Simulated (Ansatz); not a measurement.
```xyz
4

C    -0.9857    1.1021    0.5122
F    -0.8164    2.0095   -0.4185
F    -2.1202   -0.8243    2.1769
Ge   -2.7268    0.1631    0.8480
```

Geometry: B3LYP/6-31G*.

Theory: isolated molecule in a Gaussian basis; Kohn-Sham density functional theory, functional PBE0 (Ansatz).

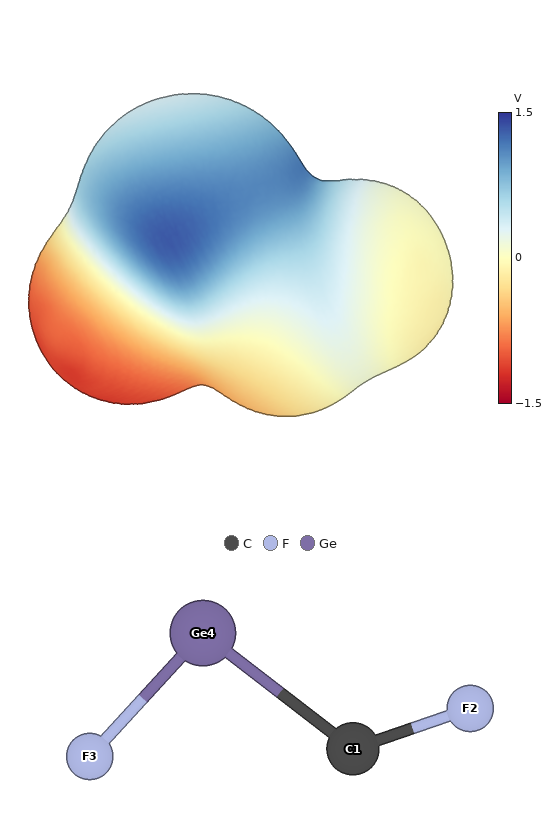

CF2Ge (SMILES F[C]#[Ge][F]) (triplet). The electrostatic potential painted on the density surface at 0.001 e/bohr³, seen at a tilt; red is negative and blue positive. The bare structure is drawn below in the same view.

Describe the electrostatic potential map.

Answer. The most negative region (about −1.1 V) lies over F3, the most positive (about +1.3 V) over Ge4.

What dipole moment does the calculation give?

Answer. Its dipole moment is 2.06 D.
